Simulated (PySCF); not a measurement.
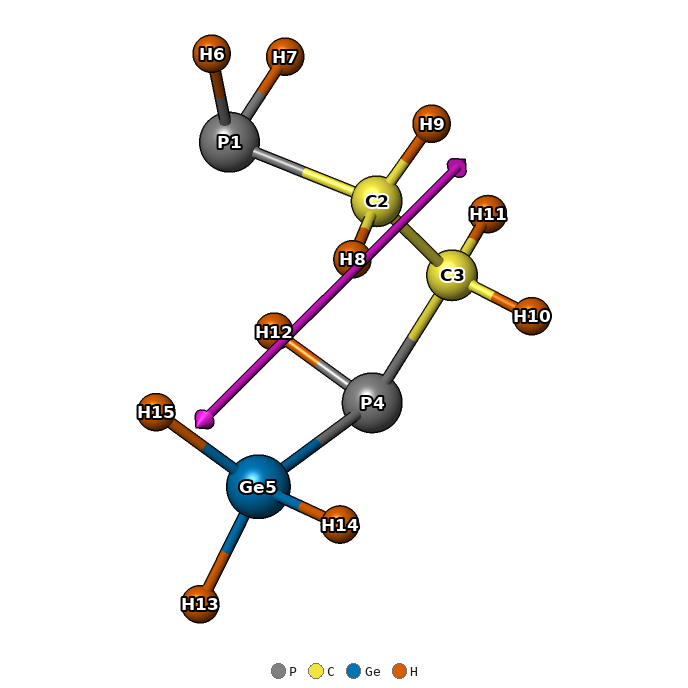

The double arrow shows the direction of the transition dipole to excited singlet state 2 (its length means nothing). Computed geometry: GFN2-xTB optimisation. No frequency run is at hand to confirm it as a minimum. Properties computed with TDDFT ωB97X-D/def2-SVPD, vertical, gas phase, core orbitals frozen in the response (PySCF 2.14.0).

How is the transition polarised?

Answer. Nearly parallel to the P4–Ge5 bond.

Where does the transition lie, and how strong is it?

Answer. 6.50 eV (191 nm), oscillator strength 0.19, mainly HOMO → LUMO (weight 0.71); transition dipole 2.74 D.

The geometry is semi-empirical. Around Ge, P such bond lengths and angles can be off by a tenth of an ångström or more and by several degrees, and values that hang on the shape move with them.
